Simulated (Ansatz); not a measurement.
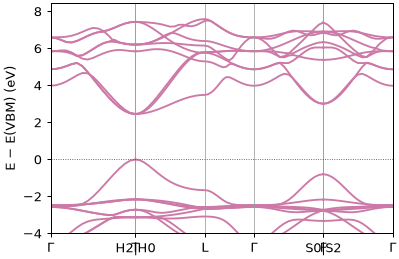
*Band structure from r²SCAN in the plane-wave PAW code Ansatz*

Read off the gap and where the band edges lie.

About 2.5 eV (2.45 eV by a search for the band edges); maximum at T, minimum at T.

The material is CsPbCl3 (cubic perovskite, space group No. 221).

Space group Pm-3m (cubic perovskite). This is a known high-temperature phase of the composition, computed here at zero pressure and temperature. The r²SCAN relaxation kept the symmetry of its start; its stability against distortions is not shown here. Scalar-relativistic: spin–orbit coupling is off unless named, which matters more the heavier the elements.

Potentials: the later of the program's two PAW sets.
